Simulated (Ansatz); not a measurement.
# One shape, several levels: doublet [CH7FSi2]+

Wanted: a comparison of 6 runs (U-wB97X/6-31G*, UPBE/6-31G*, UPBE0/6-31G*, USVWN5/6-31G*, RPA@PBE0/6-31G*, UCCSD(T)/6-31G*) of doublet [CH7FSi2]+. 

The results are computed with Ansatz 0.2.0.

58 further runs of the same task are left out: 1 that didn't finish, 57 set aside as unsound or not needed.

**1. The structure to begin with**

The species is [CH7FSi2]+ (11 atoms), meant as a doublet with charge +1. As SMILES of the parent species, `F[SiH2]C[SiH3]`. The shape is that of a PBE0-D4/def2-TZVP optimisation. This is one conformer, not always the lowest. That shape belongs to the parent species and isn't relaxed for this state.

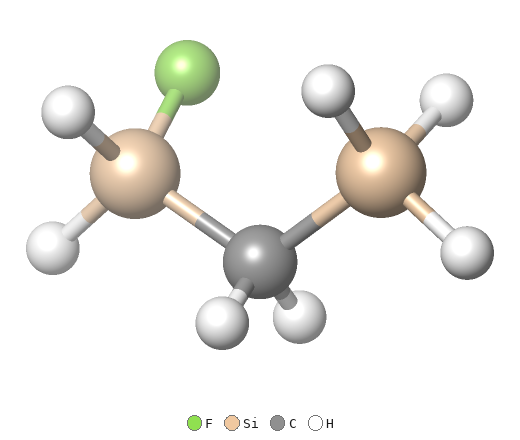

The structure, seen from a chosen angle (fluorine green, silicon light orange, carbon grey, hydrogen white).

**2. A single-point energy at U-wB97X/6-31G(d) (spherical functions) (run 1)**

Input file in.yaml:

```yaml
crystal:
  periodic: [false, false, false]
  atoms:
    - symbol: F
      position_ang: [-1.629100, 1.667400, 0.202000]
    - symbol: Si
      position_ang: [-0.069200, 1.498400, 0.534400]
    - symbol: C
      position_ang: [0.349200, -0.305900, 0.605500]
    - symbol: Si
      position_ang: [-0.157200, -1.306900, -0.899700]
    - symbol: H
      position_ang: [0.694000, 2.172900, -0.545000]
    - symbol: H
      position_ang: [0.175700, 2.177500, 1.831400]
    - symbol: H
      position_ang: [1.437100, -0.385200, 0.722600]
    - symbol: H
      position_ang: [-0.101300, -0.751100, 1.498900]
    - symbol: H
      position_ang: [-1.636400, -1.388400, -0.995700]
    - symbol: H
      position_ang: [0.369900, -0.665700, -2.134100]
    - symbol: H
      position_ang: [0.392600, -2.686000, -0.812200]
basis:
  gaussian:
    orbitals: 6-31G_st_-spherical.json
total_charge: 1
magnetization:
  spin_polarized: true
  initial_magnetization: 1
hamiltonian:
  xc: {name: wB97X}
accuracy: high
output: {orbitals: {seedname: orbitals}}
```

The basis set 6-31G* is read from a file made from the Basis Set Exchange's data (not shown).

The run is started by

```console
$ ansatz run in.yaml --threads 1 --pin off --max-ram 3480MiB --events-out events.jsonl --progress --plain --runs-dir runs
```

The program printed:

```text
Warning: RAYON_NUM_THREADS=1 ignored (pool sized by the plan → 1); use --threads N
Functional definition: wB97X
  name "wB97X"
  parameter omega = 0.3/bohr
  parameter cx = 0.157706
  parameter cx1 = 0.726479
  parameter cx2 = 1.04760
  parameter cx3 = -5.70635
  parameter cx4 = 13.2794
  parameter css1 = -4.33879
  parameter css2 = 18.2308
  parameter css3 = -31.7430
  parameter css4 = 17.2901
  parameter cos1 = 2.37031
  parameter cos2 = -11.3995
  parameter cos3 = 6.58405
  parameter cos4 = -3.78132
  exchange = spin_sum(e_x_unif_sr(omega)*poly(b97_u_x, 1 - cx, cx1, cx2, cx3, cx4)) + cx*exact_x_sr(omega)
      + exact_x_lr(omega)
  correlation = spin_sum(e_c_pw_same_spin*poly(b97_u_same, 1, css1, css2, css3, css4))
      + integral(e_c_pw_opposite_spin*poly(b97_u_opposite, 1, cos1, cos2, cos3, cos4))
1847 factors; integrals over basis functions are off by at most 3.6e-9 eV
411 factors; integrals over basis functions are off by at most 2.3e-9 eV
mean field evaluation 1: about -19603.1984 eV, gradient 4.4e1 eV
mean field evaluation 2: about -19595.3836 eV, gradient 6.5e1 eV
mean field evaluation 4: about -19611.0237 eV, gradient 2.5e0 eV
mean field evaluation 8: about -19611.4474 eV, gradient 8.5e-1 eV
mean field evaluation 16: about -19611.5409 eV, gradient 8.1e-2 eV
mean field evaluation 32: about -19611.5426 eV, gradient 4.4e-4 eV
mean field evaluation 64: about -19610.6519 eV, gradient 7.0e0 eV
mean field -19611.54256633 eV, -720.7108961315 hartree, gradient 8.3e-8 eV, S^2 0.759137; 6 other end points of the search recorded, 0 dependent functions left out
reference -19611.54256279 eV, -720.7108960014 hartree; 25, 24 occupied and 53, 54 virtual orbitals, 1847 factors
Total energy: -19611.54256279 eV, -720.7108960014 hartree
```

It took 2.2 min on 1 thread of Arm Neoverse V1, shared host; peak memory 0.91 GiB.

**3. The energy at UPBE/6-31G(d) (spherical functions) (run 2)**

Input file input.yaml:

```yaml
crystal:
  periodic: [false, false, false]
  atoms:
    - {symbol: F, position_ang: [-1.629100, 1.667400, 0.202000]}
    - {symbol: Si, position_ang: [-0.069200, 1.498400, 0.534400]}
    - {symbol: C, position_ang: [0.349200, -0.305900, 0.605500]}
    - {symbol: Si, position_ang: [-0.157200, -1.306900, -0.899700]}
    - {symbol: H, position_ang: [0.694000, 2.172900, -0.545000]}
    - {symbol: H, position_ang: [0.175700, 2.177500, 1.831400]}
    - {symbol: H, position_ang: [1.437100, -0.385200, 0.722600]}
    - {symbol: H, position_ang: [-0.101300, -0.751100, 1.498900]}
    - {symbol: H, position_ang: [-1.636400, -1.388400, -0.995700]}
    - {symbol: H, position_ang: [0.369900, -0.665700, -2.134100]}
    - {symbol: H, position_ang: [0.392600, -2.686000, -0.812200]}
basis:
  gaussian:
    orbitals: 6-31G_st_-spherical.json
accuracy: high
total_charge: 1
magnetization:
  spin_polarized: true
  initial_magnetization: 1
hamiltonian:
  xc: pbe
output:
  orbitals: {seedname: orbitals}
```

The basis set 6-31G* is read from a file made from the Basis Set Exchange's data (not shown).

The run is started by

```console
$ ansatz run input.yaml --threads 1 --pin off --max-ram 3480MiB --events-out events.jsonl --progress --plain --runs-dir runs
```

The program printed:

```text
Warning: RAYON_NUM_THREADS=1 ignored (pool sized by the plan → 1); use --threads N
Functional definition: PBE
  name "PBE"
  parameter kappa = 0.804
  parameter beta = 0.06672455060314922
  exchange = pbe_x(kappa = kappa, mu = beta*pi^2/3)
  correlation = pbe_c(beta = beta)
1847 factors; integrals over basis functions are off by at most 3.6e-9 eV
mean field evaluation 1: about -19583.7035 eV, gradient 6.1e1 eV
mean field evaluation 2: about -19427.8635 eV, gradient 1.7e2 eV
mean field evaluation 4: about -19594.4005 eV, gradient 3.4e1 eV
mean field evaluation 8: about -19600.1114 eV, gradient 4.7e0 eV
mean field evaluation 16: about -19600.4229 eV, gradient 1.1e0 eV
mean field evaluation 32: about -19600.3578 eV, gradient 1.1e0 eV
mean field evaluation 64: about -19600.4040 eV, gradient 4.2e-1 eV
mean field -19600.43689510 eV, -720.3027702415 hartree, gradient 1.6e-8 eV, S^2 0.753029; 10 other end points of the search recorded, 0 dependent functions left out
reference -19600.43689920 eV, -720.3027703922 hartree; 25, 24 occupied and 53, 54 virtual orbitals, 1847 factors
Total energy: -19600.43689920 eV, -720.3027703922 hartree
```

Run time: 27 s. Hardware: 1 thread of Arm Neoverse V1, shared host; peak memory 0.28 GiB.

**4. A single-point energy at UPBE0/6-31G(d) (spherical functions) (run 3)**

Input file molecule.yaml:

```yaml
basis:
  gaussian: {orbitals: 6-31G_st_-spherical.json}
crystal:
  periodic: [false, false, false]
  atoms:
    - {symbol: F, position_ang: [-1.629100, 1.667400, 0.202000]}
    - {symbol: Si, position_ang: [-0.069200, 1.498400, 0.534400]}
    - {symbol: C, position_ang: [0.349200, -0.305900, 0.605500]}
    - {symbol: Si, position_ang: [-0.157200, -1.306900, -0.899700]}
    - {symbol: H, position_ang: [0.694000, 2.172900, -0.545000]}
    - {symbol: H, position_ang: [0.175700, 2.177500, 1.831400]}
    - {symbol: H, position_ang: [1.437100, -0.385200, 0.722600]}
    - {symbol: H, position_ang: [-0.101300, -0.751100, 1.498900]}
    - {symbol: H, position_ang: [-1.636400, -1.388400, -0.995700]}
    - {symbol: H, position_ang: [0.369900, -0.665700, -2.134100]}
    - {symbol: H, position_ang: [0.392600, -2.686000, -0.812200]}
total_charge: 1
magnetization: {spin_polarized: true, initial_magnetization: 1}
hamiltonian: {xc: {name: PBE0}}
accuracy: high
output: {orbitals: {seedname: orbitals}}
```

The basis set 6-31G* is read from a file made from the Basis Set Exchange's data (not shown).

The run is started by

```console
$ ansatz run molecule.yaml --threads 1 --pin off --max-ram 3480MiB --events-out events.jsonl --progress --plain --runs-dir runs
```

The program printed:

```text
Warning: RAYON_NUM_THREADS=1 ignored (pool sized by the plan → 1); use --threads N
Functional definition: PBE0
  name "PBE0"
  parameter a = 0.25
  parameter kappa = 0.804
  parameter beta = 0.06672455060314922
  exchange = (1 - a)*pbe_x(kappa = kappa, mu = beta*pi^2/3) + a*exact_x
  correlation = pbe_c(beta = beta)
1847 factors; integrals over basis functions are off by at most 3.6e-9 eV
mean field evaluation 1: about -19590.2424 eV, gradient 5.2e1 eV
mean field evaluation 2: about -19565.7365 eV, gradient 9.1e1 eV
mean field evaluation 4: about -19601.4235 eV, gradient 6.6e0 eV
mean field evaluation 8: about -19601.8732 eV, gradient 1.0e0 eV
mean field evaluation 16: about -19602.1556 eV, gradient 4.0e-2 eV
mean field evaluation 32: about -19602.1559 eV, gradient 1.1e-4 eV
mean field evaluation 64: about -19602.0138 eV, gradient 1.1e0 eV
mean field -19602.15585198 eV, -720.3659407419 hartree, gradient 5.7e-8 eV, S^2 0.758393; 8 other end points of the search recorded, 0 dependent functions left out
reference -19602.15585504 eV, -720.3659408542 hartree; 25, 24 occupied and 53, 54 virtual orbitals, 1847 factors
Total energy: -19602.15585504 eV, -720.3659408542 hartree
```

It took 41 s on 1 thread of Arm Neoverse V1, shared host; peak memory 0.4 GiB.

Runs 4 to 5 aren't shown in full; the table further down has their settings and results.

**5. The energy at UCCSD(T)/6-31G(d) (spherical functions) (run 6)**

Input file job.yaml:

```yaml
basis:
  gaussian:
    orbitals: 6-31G_st_-spherical.json
crystal:
  periodic: [false, false, false]
  atoms:
    - {symbol: F, position_ang: [-1.629100, 1.667400, 0.202000]}
    - {symbol: Si, position_ang: [-0.069200, 1.498400, 0.534400]}
    - {symbol: C, position_ang: [0.349200, -0.305900, 0.605500]}
    - {symbol: Si, position_ang: [-0.157200, -1.306900, -0.899700]}
    - {symbol: H, position_ang: [0.694000, 2.172900, -0.545000]}
    - {symbol: H, position_ang: [0.175700, 2.177500, 1.831400]}
    - {symbol: H, position_ang: [1.437100, -0.385200, 0.722600]}
    - {symbol: H, position_ang: [-0.101300, -0.751100, 1.498900]}
    - {symbol: H, position_ang: [-1.636400, -1.388400, -0.995700]}
    - {symbol: H, position_ang: [0.369900, -0.665700, -2.134100]}
    - {symbol: H, position_ang: [0.392600, -2.686000, -0.812200]}
correlation:
  method: ccsd_t
  frozen_orbitals: {C: 1, F: 1, H: 0, Si: 5}
total_charge: 1
scf:
  omitted_lower_state_checks: [cluster_reference, increment]
magnetization:
  spin_polarized: true
  initial_magnetization: 1
accuracy: high
```

The basis set 6-31G* is read from a file made from the Basis Set Exchange's data (not shown).

The run is started by

```console
$ ansatz run job.yaml --threads 1 --pin off --max-ram 3480MiB --events-out events.jsonl --progress --plain --runs-dir runs
```

The program printed:

```text
Warning: RAYON_NUM_THREADS=1 ignored (pool sized by the plan → 1); use --threads N
[... 13 lines left out ...]
12 core orbitals not correlated: weight in the atoms' cores, before any rotation towards them, 1.000 or more for the frozen orbitals, at most 0.000 for the correlated occupied ones
[... 49 lines left out ...]
Total energy: -19575.73911595 eV, -719.3951435985 hartree
Checks for a lower state left out: cluster_reference, increment
```

It took 69 s on 1 thread of Arm Neoverse V1, shared host; peak memory 0.64 GiB.

**6. Overview of the runs**

| run | level | frozen core orbitals | energy (Eh) | HOMO energy (eV) | ⟨S²⟩ | wall time |
| --- | --- | --- | --- | --- | --- | --- |
| 1 | U-wB97X/6-31G* (spherical functions) | – | -720.710896 | -17.18 | 0.759 | 2.2 min |
| 2 | UPBE/6-31G* (spherical functions) | – | -720.302770 | -13.26 | 0.753 | 27 s |
| 3 | UPBE0/6-31G* (spherical functions) | – | -720.365941 | -14.69 | 0.758 | 41 s |
| 4 | USVWN5/6-31G* (spherical functions) | – | -717.389181 | -13.24 | 0.752 | 17 s |
| 5 | RPA@PBE0/6-31G* (spherical functions) | 12 | -719.564040 | – | 0.758 | 62 s |
| 6 | UCCSD(T)/6-31G* (spherical functions) | 12 | -719.395144 | – | 0.770 | 69 s |

**7. Outcome**

```
                                           quantity          value
                                run 6: total energy  -719.39514 Eh
run 6: correlation energy (12 core orbitals frozen)     -506.5 mEh
                              run 6: (T) correction     -12.11 mEh
           run 6: ⟨S²⟩ of the reference determinant          0.770
                               run 6: T1 diagnostic          0.034
```

What this shows: Totals of different functionals can't be ranked against each other. All runs together took 5.8 min, the longest 2.2 min.
